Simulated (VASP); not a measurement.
Consider the following.

```xyz
2
Lattice="0.0000 2.2580 2.2580 2.2580 0.0000 2.2580 2.2580 2.2580 0.0000" Properties=species:S:1:pos:R:3 pbc="T T T"
Hf     0.0000     0.0000     0.0000
N      2.2580     2.2580     2.2580
```

Computed with optB86b-vdW, VASP's PBE PAW potentials (set 64) (plane waves; VASP). Run with 520 eV cut-off, 16×16×16 Γ-centred mesh, tetrahedra with Blöchl corrections, potentials Hf_pv N.

Unless said otherwise, spin-orbit coupling is left out, though it shifts the bands of the heavy elements here.

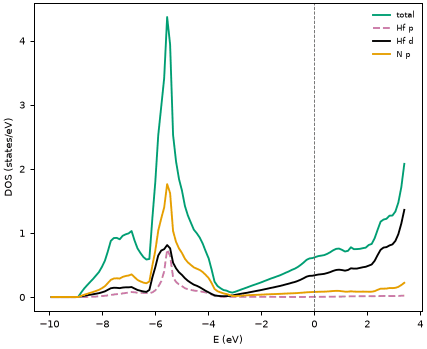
Total and projected density of states, zero at the Fermi level

Within 2 eV below the Fermi level the largest weight inside VASP's projection spheres is Hf d, then N p.

It has no gap at this level: it comes out as a metal or semimetal.

The compound is HfN in the rock salt structure. It was relaxed first. The electron count is odd and the run is not spin-polarised, which forces a metal.
